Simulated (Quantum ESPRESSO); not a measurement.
# TePb (Fm-3m): modes at Γ and the response to a field

Aim: the zone-centre modes of TePb (Fm-3m).

Calculated with Quantum ESPRESSO 7.5; DFT LDA, scalar-relativistic, plane waves, GBRV ultrasoft pseudopotentials.

**Measured values to reproduce.**

“Correlated local dipoles in PbTe” (2017, arxiv:1709.02863) reports for PbTe, rocksalt, by single-crystal x-ray diffraction (melt-grown single-crystal fragment, about 42 um across, 125 K): lattice constant a (cubic lattice constant a at 125 K) 6.4397 ± 0.0001 Å.

“Lattice Properties of PbX (X = S, Se, Te): Experimental Studies and ab initio Calculations Including Spin-Orbit Effects” (2008, arxiv:0808.3152) quotes from earlier work for PbTe, rock salt (bulk crystal, 5 K): infrared mode (TO at Gamma) 18 cm⁻¹ [soft, strongly anharmonic mode near a ferroelectric instability].

### 1. Starting point

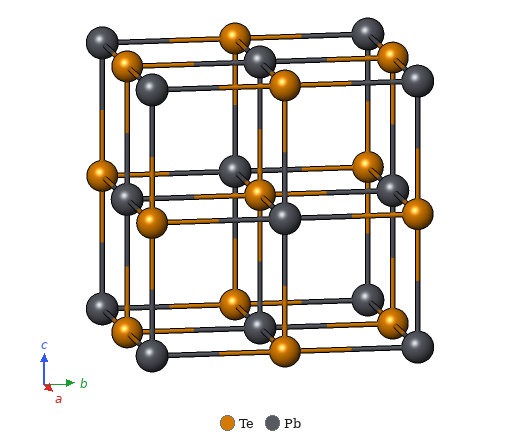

The starting structure, seen slightly off an axis (tellurium orange, lead dark grey). This picture shows the conventional cell, with its axes. Some periodic images of atoms are drawn too.

As a file:

```cif
data_structure
_symmetry_space_group_name_H-M 'Fm-3m'
_symmetry_Int_Tables_number 225
_cell_length_a 6.4620
_cell_length_b 6.4620
_cell_length_c 6.4620
_cell_angle_alpha 90.000
_cell_angle_beta 90.000
_cell_angle_gamma 90.000
_cell_volume 269.84
loop_
_atom_site_label
_atom_site_type_symbol
_atom_site_symmetry_multiplicity
_atom_site_Wyckoff_symbol
_atom_site_fract_x
_atom_site_fract_y
_atom_site_fract_z
_atom_site_occupancy
Te1 Te 4 b 0.00000 0.50000 0.00000 1
Pb1 Pb 4 a 0.00000 0.00000 0.00000 1
```

### 2. A first look

A cheap run with smearing and empty bands tells whether the crystal has a gap, which decides between fixed occupations and smearing later on.

File probe.in:

```
 &control
    calculation='scf',
    prefix='x',
    outdir='./tmp',
    pseudo_dir='./pseudo',
    tprnfor=.true.,
    tstress=.true.,
    verbosity='high',
 /
 &system
    ibrav=2,
    celldm(1)=12.21141022,
    nat=2,
    ntyp=2,
    ecutwfc=50.0,
    ecutrho=400.0,
    occupations='smearing',
    smearing='gaussian',
    degauss=0.01,
 /
 &electrons
    conv_thr=1.0d-07,
    mixing_beta=0.7,
    electron_maxstep=100,
 /
ATOMIC_SPECIES
 Te    127.6000  Te.upf
 Pb    207.2000  Pb.upf
ATOMIC_POSITIONS crystal
 Te     0.500000000   0.500000000   0.500000000
 Pb     0.000000000   0.000000000   0.000000000
K_POINTS automatic
 6 6 6 0 0 0
```

On the command line:

```bash
$ OMP_NUM_THREADS=1 mpirun -n 4 pw.x -nk 4 -in probe.in > probe.out
```

Log:

```text
[banners, grids, parts of the stress and lines that vanish by symmetry left out]
Program PWSCF v.7.5
     bravais-lattice index     =            2
     lattice parameter (alat)  =      12.2114  a.u.
[...]
kinetic-energy cutoff     =      50.0000  Ry
     charge density cutoff     =     400.0000  Ry
     scf convergence threshold =      1.0E-07
[...]
Exchange-correlation= SLA  PZ   NOGX NOGC
                           (   1   1   0   0   0   0   0)
[...]
48 Sym. Ops., with inversion, found
[...]
(     0          1          0      )
                  (     0          0          1      )
[...]
(  0.0000000  1.0000000  0.0000000 )
                  (  0.0000000  0.0000000  1.0000000 )
[...]
(     1          0         -1      )
                  (     0          0         -1      )
[...]
(     0          1         -1      )
                  (     0          1          0      )
[...]
( -1.0000000  0.0000000  0.0000000 )
                  (  0.0000000  1.0000000  0.0000000 )
[...]
number of k points=    16  Gaussian smearing, width (Ry)=  0.0100
[...]
c_bands:  1 eigenvalues not converged
[...]
End of self-consistent calculation
[...]
the Fermi energy is     7.4217 ev
!    total energy              =    -190.62323833 Ry
[...]
convergence has been achieved in   7 iterations
[...]
atom    1 type  1   force =    -0.00000000   -0.00000000   -0.00000000
     atom    2 type  2   force =    -0.00000000   -0.00000000   -0.00000000
[...]
Total force =     0.000000     Total SCF correction =     0.000000
[...]
total   stress  (Ry/bohr**3)                   (kbar)     P=      -18.47
[...]
XML data file, charge density, pseudopotentials, collected wavefunctions

   JOB DONE.
```

Run time: 5.2 s. Hardware: 4 MPI ranks of Arm Neoverse V1, shared host; 20 s of CPU time.

This step gave:

| Quantity | Value |
| --- | --- |
| volume per atom | 33.73 Å³ |
| pressure | -1.847 GPa |
| gap on the k-mesh | 0.6235 eV |

A gap of 0.62 eV opens on this mesh, so the crystal is taken as an insulator; the start stands at -1.8 GPa.

### 3. Relaxing the cell and atoms

The relaxation runs at a cutoff a fifth above that of the response, since stress converges more slowly with the basis than frequencies do. Forces and stress are brought to rest with tight thresholds.

File relax.in:

```
 &control
    calculation='vc-relax',
    prefix='x',
    outdir='./tmp',
    pseudo_dir='./pseudo',
    tprnfor=.true.,
    tstress=.true.,
    forc_conv_thr=2.0d-05,
    etot_conv_thr=1.0d-07,
    nstep=40,
 /
 &system
    ibrav=2,
    celldm(1)=12.21141022,
    nat=2,
    ntyp=2,
    ecutwfc=60,
    ecutrho=480.0,
    occupations='fixed',
    nbnd=12,
 /
 &electrons
    conv_thr=1.0d-11,
    mixing_beta=0.7,
    electron_maxstep=100,
 /
 &ions
 /
 &cell
    press_conv_thr=0.2,
 /
ATOMIC_SPECIES
 Te    127.6000  Te.upf
 Pb    207.2000  Pb.upf
ATOMIC_POSITIONS crystal
 Te     0.500000000   0.500000000   0.500000000
 Pb     0.000000000   0.000000000   0.000000000
K_POINTS automatic
 6 6 6 0 0 0
```

On the command line:

```bash
$ OMP_NUM_THREADS=1 mpirun -n 4 pw.x -nk 4 -in relax.in > relax.out
```

Log:

```text
[banners, grids, parts of the stress and lines that vanish by symmetry left out]
[banner, memory and clock lines left out]
Program PWSCF v.7.5

[...]
kinetic-energy cutoff     =      60.0000  Ry
     charge density cutoff     =     480.0000  Ry
     scf convergence threshold =      1.0E-11
[...]
energy convergence thresh.=      1.0E-07
     force convergence thresh. =      2.0E-05
     press convergence thresh. =      2.0E-01
     Exchange-correlation= SLA  PZ   NOGX NOGC
                           (   1   1   0   0   0   0   0)
[...]
48 Sym. Ops., with inversion, found
[...]
number of k points=    16
[...]
c_bands:  5 eigenvalues not converged
     c_bands:  1 eigenvalues not converged
     c_bands:  2 eigenvalues not converged
[...]
End of self-consistent calculation
[...]
highest occupied, lowest unoccupied level (ev):     7.1101    7.7335
!    total energy              =    -190.62331089 Ry
[...]
convergence has been achieved in  14 iterations
[...]
atom    1 type  1   force =     0.00000000    0.00000000    0.00000000
     atom    2 type  2   force =     0.00000000    0.00000000    0.00000000
     Total force =     0.000000     Total SCF correction =     0.000000
[...]
total   stress  (Ry/bohr**3)                   (kbar)     P=      -18.44
[...]
number of bfgs steps    =   0
[...]
CELL_PARAMETERS (alat= 12.21141022)
[...]
ATOMIC_POSITIONS (crystal)
Te               0.5000000000        0.5000000000        0.5000000000
Pb               0.0000000000        0.0000000000        0.0000000000
[...]
New effective cutoffs (rho, wfc):  482.74   60.35
[...]
End of self-consistent calculation
[...]
highest occupied, lowest unoccupied level (ev):     7.2519    7.8551
!    total energy              =    -190.62378476 Ry
[...]
convergence has been achieved in  14 iterations
[...]
atom    1 type  1   force =     0.00000000    0.00000000    0.00000000
     atom    2 type  2   force =     0.00000000    0.00000000    0.00000000
     Total force =     0.000000     Total SCF correction =     0.000000
[...]
total   stress  (Ry/bohr**3)                   (kbar)     P=      -14.52
[...]
number of bfgs steps    =   1
[...]
CELL_PARAMETERS (alat= 12.21141022)
[...]
ATOMIC_POSITIONS (crystal)
Te               0.5000000000        0.5000000000        0.5000000000
Pb               0.0000000000        0.0000000000        0.0000000000
[...]
New effective cutoffs (rho, wfc):  487.32   60.92
[...]
End of self-consistent calculation
[...]
highest occupied, lowest unoccupied level (ev):     7.4688    8.0402
!    total energy              =    -190.62427720 Ry
[...]
convergence has been achieved in  14 iterations
[...]
atom    1 type  1   force =    -0.00000000    0.00000000   -0.00000000
     atom    2 type  2   force =     0.00000000   -0.00000000    0.00000000
     Total force =     0.000000     Total SCF correction =     0.000000
[...]
total   stress  (Ry/bohr**3)                   (kbar)     P=       -8.28
[...]
number of bfgs steps    =   2
[...]
CELL_PARAMETERS (alat= 12.21141022)
[...]
ATOMIC_POSITIONS (crystal)
[...]
New effective cutoffs (rho, wfc):  493.36   61.68
[...]
End of self-consistent calculation
[...]
highest occupied, lowest unoccupied level (ev):     7.7574    8.2854
!    total energy              =    -190.62448484 Ry
[...]
convergence has been achieved in  13 iterations
[...]
atom    1 type  1   force =     0.00000000    0.00000000    0.00000000
     atom    2 type  2   force =     0.00000000    0.00000000    0.00000000
     Total force =     0.000000     Total SCF correction =     0.000000
[...]
total   stress  (Ry/bohr**3)                   (kbar)     P=        0.51
[...]
number of bfgs steps    =   3
[...]
CELL_PARAMETERS (alat= 12.21141022)
[...]
ATOMIC_POSITIONS (crystal)
[...]
New effective cutoffs (rho, wfc):  493.01   61.63
[...]
End of self-consistent calculation
[...]
highest occupied, lowest unoccupied level (ev):     7.7405    8.2711
!    total energy              =    -190.62448562 Ry
[...]
convergence has been achieved in  17 iterations
[...]
atom    1 type  1   force =     0.00000000    0.00000000   -0.00000000
     atom    2 type  2   force =     0.00000000    0.00000000    0.00000000
     Total force =     0.000000     Total SCF correction =     0.000000
[...]
total   stress  (Ry/bohr**3)                   (kbar)     P=       -0.02
[...]
number of bfgs steps    =   4
[...]
small trust_radius: resetting bfgs history
[...]
CELL_PARAMETERS (alat= 12.21141022)
[...]
ATOMIC_POSITIONS (crystal)
[...]
New effective cutoffs (rho, wfc):  493.02   61.63
[...]
End of self-consistent calculation
[...]
highest occupied, lowest unoccupied level (ev):     7.7406    8.2712
!    total energy              =    -190.62448562 Ry
[...]
convergence has been achieved in   3 iterations
[...]
atom    1 type  1   force =     0.00000000   -0.00000000    0.00000000
     atom    2 type  2   force =    -0.00000000    0.00000000   -0.00000000
     Total force =     0.000000     Total SCF correction =     0.000000
[...]
total   stress  (Ry/bohr**3)                   (kbar)     P=       -0.01
[...]
bfgs converged in   6 scf cycles and   5 bfgs steps
[...]
End of BFGS Geometry Optimization
     Final enthalpy           =    -190.6244856240 Ry
     File ./tmp/x.bfgs deleted, as requested
[...]
CELL_PARAMETERS (alat= 12.21141022)
[...]
ATOMIC_POSITIONS (crystal)
Te               0.5000000000        0.5000000000        0.5000000000
Pb              -0.0000000000        0.0000000000       -0.0000000000
[...]
Final scf calculation at the relaxed structure.
[...]
kinetic-energy cutoff     =      60.0000  Ry
     charge density cutoff     =     480.0000  Ry
     scf convergence threshold =      1.0E-13
[...]
press convergence thresh. =      2.0E-01
     Exchange-correlation= SLA  PZ   NOGX NOGC
                           (   1   1   0   0   0   0   0)
[...]
48 Sym. Ops., with inversion, found
[...]
number of k points=    16
[...]
c_bands:  1 eigenvalues not converged
[...]
End of self-consistent calculation
[...]
highest occupied, lowest unoccupied level (ev):     7.7406    8.2712
!    total energy              =    -190.62446133 Ry
[...]
convergence has been achieved in  16 iterations
[...]
atom    1 type  1   force =    -0.00000000   -0.00000000    0.00000000
     atom    2 type  2   force =     0.00000000    0.00000000    0.00000000
     Total force =     0.000000     Total SCF correction =     0.000000
[...]
total   stress  (Ry/bohr**3)                   (kbar)     P=        0.07
[...]
XML data file, charge density, pseudopotentials, collected wavefunctions
```

The job ended after 66 s (4 MPI ranks; 4.4 min of CPU time).

Step by step:

| step | energy less that of the first step (eV) | largest force (eV/Å) | pressure (GPa) | volume (Å³) |
| --- | --- | --- | --- | --- |
| 1 | 0.0000 | 0.0000 | -1.84 | 67.46 |
| 2 | -0.0064 | 0.0000 | -1.45 | 66.83 |
| 3 | -0.0131 | 0.0000 | -0.83 | 65.89 |
| 4 | -0.0160 | 0.0000 | 0.05 | 64.68 |
| 5 | -0.0160 | 0.0000 | 0.00 | 64.75 |
| 6 | -0.0160 | 0.0000 | 0.00 | 64.75 |
| 7 | -0.0157 | 0.0000 | 0.01 | 64.75 |

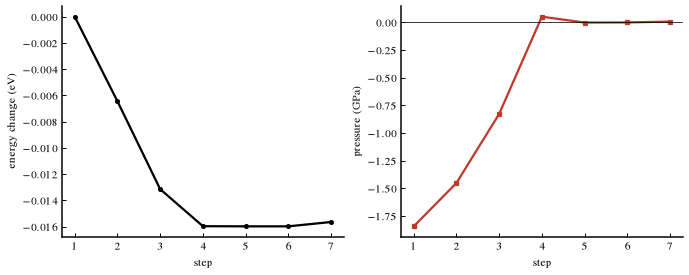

Energy and pressure along the relaxation.

| conventional cell, symmetrised | before | after | change |
| --- | --- | --- | --- |
| a (Å) | 6.462 | 6.374 | -1.4 % |
| b (Å) | 6.462 | 6.374 | -1.4 % |
| c (Å) | 6.462 | 6.374 | -1.4 % |
| volume (Å³/atom) | 33.73 | 32.37 | -4.0 % |

The relaxed structure:

```cif
data_structure
_symmetry_space_group_name_H-M 'P 1'
_symmetry_Int_Tables_number 1
_cell_length_a 4.5073
_cell_length_b 4.5073
_cell_length_c 4.5073
_cell_angle_alpha 60.000
_cell_angle_beta 60.000
_cell_angle_gamma 60.000
_cell_volume 64.75
loop_
_atom_site_label
_atom_site_type_symbol
_atom_site_fract_x
_atom_site_fract_y
_atom_site_fract_z
_atom_site_occupancy
Te1 Te 0.50000 0.50000 0.50000 1
Pb2 Pb 0.00000 0.00000 0.00000 1
```

The last row of the table of steps is pw.x's closing run on a basis chosen anew for the final cell, so its energy can jump.

Read from the output:

```
volume per atom   : 32.37 Å³
pressure          : 0.007000 GPa
gap on the k-mesh : 0.5306 eV
```

The volume changes by -4.0 % from the cell with which this run began.

### 4. Ground state

Perturbation theory inherits every error of the wavefunctions, so the threshold is set near the limit of the arithmetic. With a gap, occupations are fixed, which also allows the response to an electric field.

File scf.in:

```
 &control
    calculation='scf',
    prefix='x',
    outdir='./tmp',
    pseudo_dir='./pseudo',
    tprnfor=.true.,
    tstress=.true.,
 /
 &system
    ibrav=2,
    celldm(1)=12.04560425,
    nat=2,
    ntyp=2,
    ecutwfc=50.0,
    ecutrho=400.0,
    occupations='fixed',
    nbnd=12,
 /
 &electrons
    conv_thr=1.0d-12,
    mixing_beta=0.7,
    electron_maxstep=100,
 /
ATOMIC_SPECIES
 Te    127.6000  Te.upf
 Pb    207.2000  Pb.upf
ATOMIC_POSITIONS crystal
 Te     0.500000000   0.500000000   0.500000000
 Pb     0.000000000   0.000000000   0.000000000
K_POINTS automatic
 8 8 8 0 0 0
```

On the command line:

```bash
$ OMP_NUM_THREADS=1 mpirun -n 4 pw.x -nk 4 -in scf.in > scf.out
```

Log:

```text
[banners, grids, parts of the stress and lines that vanish by symmetry left out]
[banner, memory and clock lines left out]
Program PWSCF v.7.5

[...]
kinetic-energy cutoff     =      50.0000  Ry
     charge density cutoff     =     400.0000  Ry
     scf convergence threshold =      1.0E-12
[...]
Exchange-correlation= SLA  PZ   NOGX NOGC
                           (   1   1   0   0   0   0   0)
[...]
48 Sym. Ops., with inversion, found
[...]
number of k points=    29
[...]
c_bands:  2 eigenvalues not converged
     c_bands:  2 eigenvalues not converged
[...]
End of self-consistent calculation
[...]
highest occupied, lowest unoccupied level (ev):     7.7408    8.2716
!    total energy              =    -190.62432244 Ry
[...]
convergence has been achieved in  15 iterations
[...]
atom    1 type  1   force =     0.00000000    0.00000000    0.00000000
     atom    2 type  2   force =     0.00000000   -0.00000000    0.00000000
     Total force =     0.000000     Total SCF correction =     0.000000
[...]
total   stress  (Ry/bohr**3)                   (kbar)     P=       -0.21
[...]
XML data file, charge density, pseudopotentials, collected wavefunctions
```

The job ended after 15 s (4 MPI ranks).

This step gave:

| Quantity | Value |
| --- | --- |
| pressure | -0.021 GPa |
| gap on the k-mesh | 0.5308 eV |

The cell stands at -0.021 GPa, close enough for phonons.

(Continued in part 2 of 2.)

[Host names and launcher messages were left out of these logs when they were recorded.]

[Logs are printed without paths, hosts, clocks, repeated set-up lines and the standing remarks that a program may print on its own settings, such as how far it seeks lower states.]

[Hosts, paths, dates, database ids (printed as entryN), source tags and the programs' standing remarks are cut or masked in the printed files.]
